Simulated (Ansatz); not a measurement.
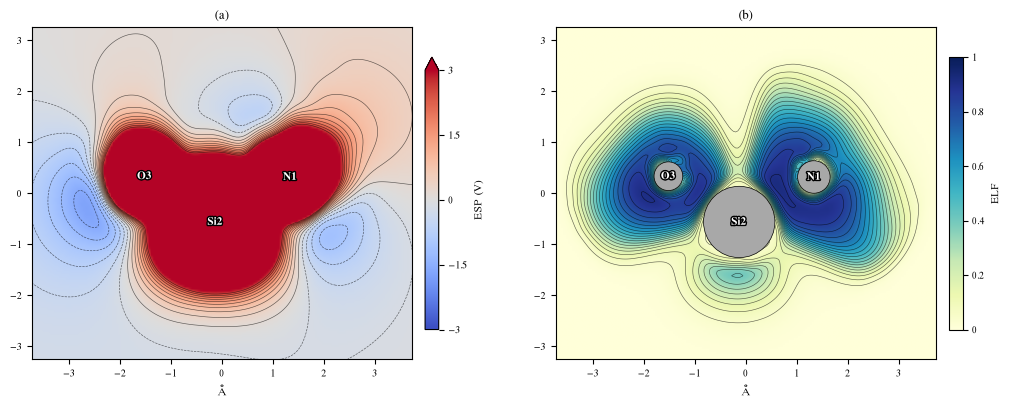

The picture shows: H₅NOSi (SMILES N[SiH2]O). (a) molecular electrostatic potential; (b) ELF on the plane of atoms N1, Si2 and O3. Grey discs cover the atomic cores in the ELF map.

Level of theory: RKS B3LYP-D4/def2-TZVP (Ansatz 0.2.0).

```xyz
8

N    -0.8907    0.6910   -0.8017
Si    0.3941    0.1011    0.1588
O     0.1803   -1.4018    0.8153
H    -1.1589    0.2954   -1.6872
H    -1.5582    1.3629   -0.4635
H     0.5668    1.1165    1.2244
H     1.6086   -0.0770   -0.6582
H    -0.5742   -1.5411    1.3933
```

> What do the fields say about this system?

The plane passes through N, Si and O nuclei.
Si–O (1.65 Å): the ELF peaks at about 0.90 between the atoms; a polar covalent bond.
Si–N (1.71 Å): the ELF peaks at about 0.90 between the atoms; a shared but strongly polarised pair.
The ELF also peaks beside N1 and O3, away from the bonds: lone-pair regions.
Outside the dense part of the molecule the potential is most negative (−1.7 V) near O3.
